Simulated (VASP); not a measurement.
Band structure of Mg2Ge (antifluorite). Level of theory: PW91 GGA, VASP's PBE PAW potentials (set 64) (plane waves; VASP 6.6.1).

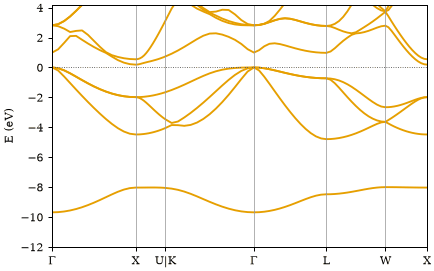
Figure: Bands along high-symmetry lines, zero at the valence-band maximum or, without a gap, the Fermi level

Task: Read the plot: is there a gap, and where are the band edges?

Result: The gap is indirect, 0.19 eV, from the valence maximum at Γ to the conduction minimum at X. (Edges off the drawn lines would not show.)

Measured: gap 0.74 eV (computed value off by -0.55 eV), as given by Byungki Ryu et al., Journal of the Korean Physical Society (2019), arXiv:1905.06140.

The compound is Mg2Ge in the antifluorite structure. It was relaxed first.
